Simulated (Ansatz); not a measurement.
# Two runs on C$_{2}$H$_{6}$BNSi

System: C$_{2}$H$_{6}$BNSi.
Method of run 1: RHF/def2-SVP (Ansatz 0.2.0).

Text and figures count atoms from 1; the logs count them from 0 in places.

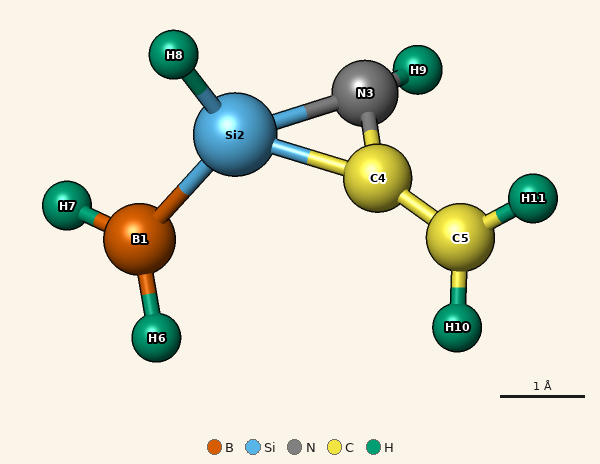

**Figure 1.** The input geometry (ball-and-stick view, seen at a tilt; atoms are numbered from 1 in the order of the input).

**The input, run 1**
```yaml
crystal:
  periodic: [false, false, false]
  atoms:
    - { symbol: B, position_ang: [-2.27775, 0.391713, -0.090431] }
    - { symbol: Si, position_ang: [-0.656885, -0.536758, 0.689596] }
    - { symbol: "N", position_ang: [0.674993, -1.014118, -0.288931] }
    - { symbol: C, position_ang: [-0.127083, -2.121544, -0.066413] }
    - { symbol: C, position_ang: [-0.171499, -3.383005, -0.46577] }
    - { symbol: H, position_ang: [-3.128878, -0.24433, -0.646485] }
    - { symbol: H, position_ang: [-2.401919, 1.582012, -0.041715] }
    - { symbol: H, position_ang: [-0.349612, -0.198317, 2.094336] }
    - { symbol: H, position_ang: [1.315501, -0.854021, -1.039687] }
    - { symbol: H, position_ang: [-1.076001, -3.79543, -0.891099] }
    - { symbol: H, position_ang: [0.686348, -4.040669, -0.367151] }
basis:
  gaussian: { orbitals: def2-SVP }
hamiltonian:
  xc: hf
output:
  forces: true
```

Command:
```bash
ansatz run input.yaml --threads 1 --pin off --max-ram 2560MiB --backend cpu --events-out ev --progress --plain --runs-dir out
```

Hardware: 1 thread of Intel Xeon (Emerald Rapids), 16 GiB of memory available, shared host.

**Output (run 1)**
```
Engine: ansatz 0.2.0, x86_64-unknown-linux-gnu
Functional definition: HF
  exchange = exact_x
  correlation = 0
1057 factors; integrals over basis functions are off by at most 1.2e-3 eV
mean field evaluation 1: about -12158.0838 eV, gradient 3.3e1 eV
mean field evaluation 2: about -12158.1523 eV, gradient 3.2e1 eV
mean field evaluation 4: about -12161.4177 eV, gradient 3.7e0 eV
mean field evaluation 8: about -12161.4826 eV, gradient 2.2e-1 eV
mean field evaluation 16: about -12152.9796 eV, gradient 5.5e0 eV
mean field -12161.48353635 eV, -446.9262766112 hartree, gradient 1.2e-5 eV, S^2 0.000000; 0 other end points of the search recorded, 0 dependent functions left out
the calculation of the forces begins
reference -12161.48353635 eV, -446.9262766112 hartree; 22, 22 occupied and 82, 82 virtual orbitals, 1057 factors
Total energy: -12161.48353635 eV, -446.9262766112 hartree
Atom 0 at    -2.277750     0.391713    -0.090431 Å, force     0.073168     0.387574    -0.168534 eV/Å
Atom 1 at    -0.656885    -0.536758     0.689596 Å, force    -0.742253     0.015521    -0.543387 eV/Å
Atom 2 at     0.674993    -1.014118    -0.288931 Å, force     0.670561    -0.374207     1.305658 eV/Å
Atom 3 at    -0.127083    -2.121544    -0.066413 Å, force    -0.499674     1.539813    -0.751544 eV/Å
Atom 4 at    -0.171499    -3.383005    -0.465770 Å, force     0.378433    -1.215207    -0.145404 eV/Å
Atom 5 at    -3.128878    -0.244330    -0.646485 Å, force     0.021123     0.014307     0.068647 eV/Å
Atom 6 at    -2.401919     1.582012    -0.041715 Å, force    -0.113114     0.059306     0.004444 eV/Å
Atom 7 at    -0.349612    -0.198317     2.094336 Å, force     0.012753    -0.017553     0.030634 eV/Å
Atom 8 at     1.315501    -0.854021    -1.039687 Å, force     0.236713    -0.243301     0.176603 eV/Å
Atom 9 at    -1.076001    -3.795430    -0.891099 Å, force    -0.547940    -0.513060     1.439625 eV/Å
Atom 10 at     0.686348    -4.040669    -0.367151 Å, force     0.510229     0.346807    -1.416743 eV/Å
Dipole moment:    -0.079588     0.505798     0.015695 e Å
```

For run 2 the input was changed thus:
```diff
-    - { symbol: "N", position_ang: [0.674993, -1.014118, -0.288931] }
-    - { symbol: C, position_ang: [-0.127083, -2.121544, -0.066413] }
-    - { symbol: C, position_ang: [-0.171499, -3.383005, -0.46577] }
+    - { symbol: "N", position_ang: [-0.799417, -1.740386, 1.910353] }
+    - { symbol: C, position_ang: [-0.462335, -0.53953, 2.513309] }
+    - { symbol: C, position_ang: [-0.308221, -0.082952, 3.746406] }
-    - { symbol: H, position_ang: [-0.349612, -0.198317, 2.094336] }
-    - { symbol: H, position_ang: [1.315501, -0.854021, -1.039687] }
-    - { symbol: H, position_ang: [-1.076001, -3.79543, -0.891099] }
-    - { symbol: H, position_ang: [0.686348, -4.040669, -0.367151] }
+    - { symbol: H, position_ang: [0.499563, -0.661143, -0.221124] }
+    - { symbol: H, position_ang: [-1.259452, -2.529696, 2.3164] }
+    - { symbol: H, position_ang: [-0.831299, 0.804295, 4.0755] }
+    - { symbol: H, position_ang: [0.352434, -0.572398, 4.455016] }
```

Predict how the results change.

With the same method and basis, run 2 lies 1.5 kcal/mol lower. The largest force goes from 1.785 to 1.877 eV/Å.

**Output (run 2)**
```
Engine: ansatz 0.2.0, x86_64-unknown-linux-gnu
Functional definition: HF
  exchange = exact_x
  correlation = 0
1057 factors; integrals over basis functions are off by at most 1.1e-3 eV
mean field evaluation 1: about -12158.1563 eV, gradient 3.2e1 eV
mean field evaluation 2: about -12158.2246 eV, gradient 3.2e1 eV
mean field evaluation 4: about -12161.4772 eV, gradient 3.8e0 eV
mean field evaluation 8: about -12161.5491 eV, gradient 2.3e-1 eV
mean field evaluation 16: about -12129.3588 eV, gradient 5.1e1 eV
mean field -12161.55003920 eV, -446.9287205459 hartree, gradient 1.5e-5 eV, S^2 0.000000; 0 other end points of the search recorded, 0 dependent functions left out
the calculation of the forces begins
reference -12161.55003920 eV, -446.9287205459 hartree; 22, 22 occupied and 82, 82 virtual orbitals, 1057 factors
Total energy: -12161.55003920 eV, -446.9287205459 hartree
Atom 0 at    -2.277750     0.391713    -0.090431 Å, force     0.021476    -0.290231    -0.379593 eV/Å
Atom 1 at    -0.656885    -0.536758     0.689596 Å, force    -0.861978     0.560556     0.018237 eV/Å
Atom 2 at    -0.799417    -1.740386     1.910353 Å, force     1.560800    -0.241096    -0.237592 eV/Å
Atom 3 at    -0.462335    -0.539530     2.513309 Å, force    -1.572055    -0.291700    -0.982317 eV/Å
Atom 4 at    -0.308221    -0.082952     3.746406 Å, force     0.491183     0.133017     1.168015 eV/Å
Atom 5 at    -3.128878    -0.244330    -0.646485 Å, force    -0.157897     0.072441     0.094860 eV/Å
Atom 6 at    -2.401919     1.582012    -0.041715 Å, force     0.052014     0.003566     0.014334 eV/Å
Atom 7 at     0.499563    -0.661143    -0.221124 Å, force     0.028946     0.040505    -0.006451 eV/Å
Atom 8 at    -1.259452    -2.529696     2.316400 Å, force     0.359737    -0.081160     0.202618 eV/Å
Atom 9 at    -0.831299     0.804295     4.075500 Å, force     1.198844     0.963139    -0.428842 eV/Å
Atom 10 at     0.352434    -0.572398     4.455016 Å, force    -1.121070    -0.869038     0.536729 eV/Å
Dipole moment:    -0.208894    -0.133524    -0.432004 e Å
```

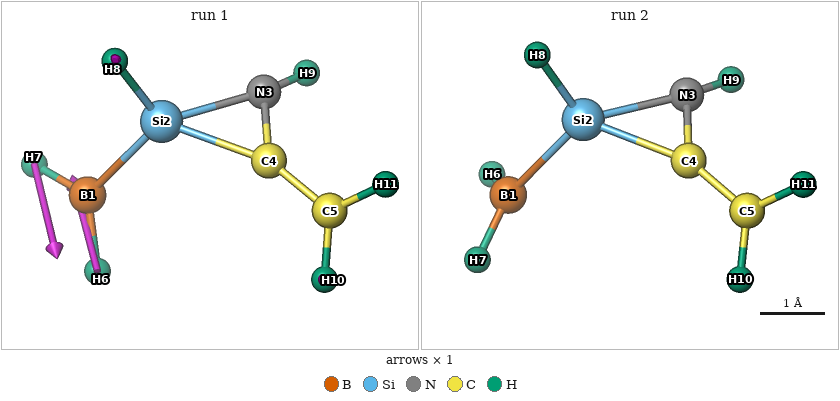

**Figure 2.** The two input geometries at one scale (ball-and-stick view, seen at a tilt). The pink arrows on the first give the shifts of the atoms after the best rigid fit, at true length. H6 moves most after the best rigid fit: 1.92 Å. Largest moves by element: H 1.92 Å, C 0.08 Å, N 0.08 Å, Si 0.07 Å, B 0.02 Å.

**The two runs side by side**

```csv
quantity,run 1,run 2
outcome,converged,converged
total energy (hartree),−446.926277,−446.928721
largest force (eV/Å),1.785,1.877
basis functions,104,104
wall time (shared host),1.6 s,1.7 s
```
